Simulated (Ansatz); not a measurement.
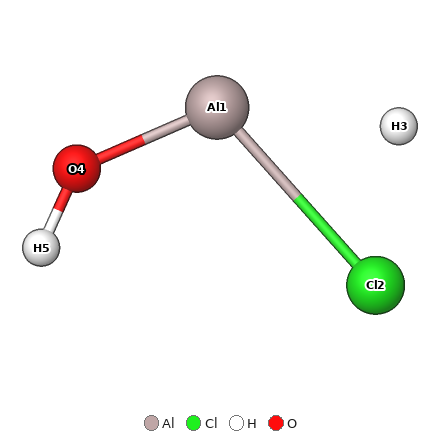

The system is the reacting system AlClH2O (fragments AlClH₂O where the first distance is long, AlHO + ClH where the second is long); the picture shows the reference structure. 
- Coordinates scanned: (1) distance Cl2–H3 (bond that forms); (2) distance Al1–H3 (bond that breaks).
- Relaxed at each point: all other coordinates.
- The scan uses a 13 × 13 grid.
- Points are written as (first, second).
- Energies are in kcal/mol, from the lowest grid point.
- Energies and slopes of some neighbouring points disagree (a jump in structure or state, or too coarse a mesh). The reference is spin-restricted, so regions where a bond is pulled apart into radicals lie too high.
- Level of theory: RKS BHLYP-D4/def2-SVP (Ansatz).

Its coordinates:

```xyz
5

Al    0.5449    0.1931    0.6545
Cl    0.3462   -1.3062   -1.4679
H     1.6611   -1.1573   -0.3067
O    -0.8661    1.0851    0.7949
H    -1.6861    1.1853    0.3251
```

Range: distance Cl2–H3 (bond that forms) from 1.197 to 2.997 Å; distance Al1–H3 (bond that breaks) from 1.368 to 2.868 Å.

Predict the map.

The lowest grid point is at (2.997 Å, 1.528 Å). It lies at the edge of the scanned range, so the true minimum may lie outside. The highest grid point, (2.115 Å, 2.868 Å), lies 125 kcal/mol above the lowest.

```
second ↓, first →  1.197  1.278  1.389  1.515  1.653  1.800  1.954  2.115  2.281  2.453  2.630  2.811  2.997
            2.868     56     53     56     66     80     95    111    125    119    113    106    101     96
            2.713     57     53     56     66     79     94    109    116    111    104     97     91     85
            2.562     57     54     56     65     78     92    106    108    101     93     86     80     74
            2.415     58     54     57     65     77     90    104     99     91     82     75     68     62
            2.272     60     55     57     65     76     88     96     89     80     71     63     56     50
            2.133     62     57     58     65     75     86     87     78     68     59     51     44     38
            1.999     65     60     60     65     74     84     78     67     57     47     39     32     27
            1.870     70     64     63     67     74     78     68     57     46     36     28     21     16
            1.748     76     69     67     70     75     72     61     48     37     27     19     13      8
            1.633     84     76     73     74     77     68     55     42     30     21     13      6      2
            1.528     94     86     81     80     78     66     52     39     27     17     10      4      0
            1.435    107     98     91     89     82     68     53     39     28     18     10      5      2
            1.368    119    109    101     97     87     72     57     43     31     21     14      9      7
```

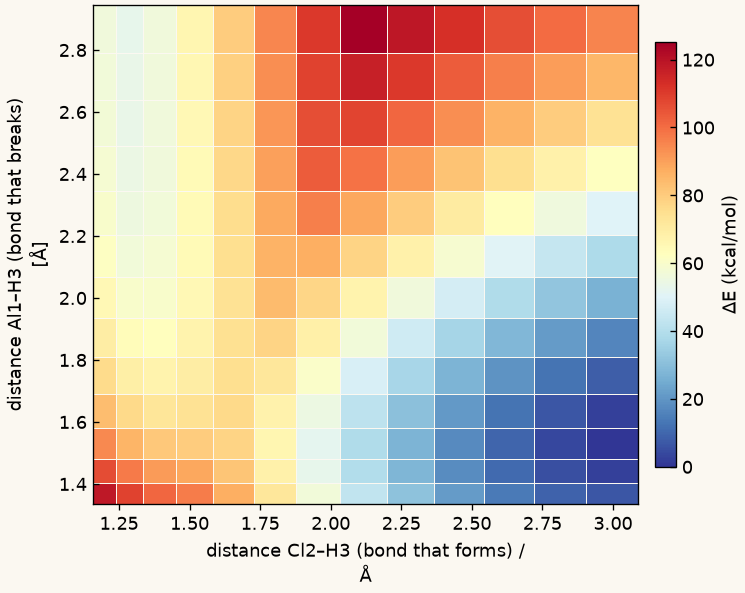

In the figure: one coloured cell a grid point.

Time for the 169 points that were run: 22 min on 1 thread of Arm Neoverse V1, with other jobs on the host.
